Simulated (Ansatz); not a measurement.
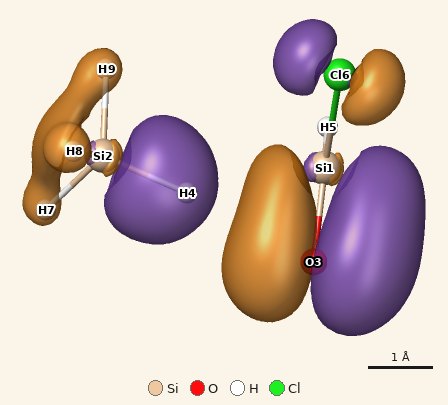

ClHOSi···SiH$_{4}$. The HOMO−1 at ±0.08 Å⁻³ᐟ² (orange and purple are the two phases), seen at a tilt.

Not at a stationary point (largest force 1.0 eV/Å).

All numbers below come from RKS B3LYP-D4/def2-SVP (Ansatz 0.2.0).

The calculation's input:

```
crystal:
  periodic: [false, false, false]
  atoms:
    - { symbol: Si, position_ang: [-1.2372, 0.5558, -0.039] }
    - { symbol: Si, position_ang: [0.9094, -0.8922, -0.1122] }
    - { symbol: O, position_ang: [-0.1547, 1.7775, 0.0226] }
    - { symbol: H, position_ang: [0.8267, 0.9848, -0.0176] }
    - { symbol: H, position_ang: [-2.1827, 0.6229, -1.144] }
    - { symbol: Cl, position_ang: [-2.3466, 0.4934, 1.6522] }
    - { symbol: H, position_ang: [1.8527, -0.4329, -1.1533] }
    - { symbol: H, position_ang: [1.6251, -0.7959, 1.1688] }
    - { symbol: H, position_ang: [0.7073, -2.3135, -0.3776] }
basis:
  gaussian: { orbitals: def2-SVP }
hamiltonian:
  xc: b3lyp
  dispersion: d4
relax:
  f_tol: 0.15
  max_steps: 25
  restrain:
    - { distance: [3, 1], at: 1.42, k: 30.0 }
    - { distance: [0, 1], at: 3.52, k: 30.0 }
    - { distance: [3, 2], at: 2.27, k: 30.0 }
output:
  orbitals: {}
```

Run with:

```sh
ansatz run input.yaml --threads 2 --pin off --max-ram 3072MiB --backend cpu --events-out ev --progress --plain --runs-dir out
```

The fields are those of the run's last geometry, not of the input's.

### Where does this orbital lie, and at what energy?

It lies mainly on O3 (about 60 %), Si1 (about 15 %) and Si2 (about 10 %). Its energy is −8.15 eV.
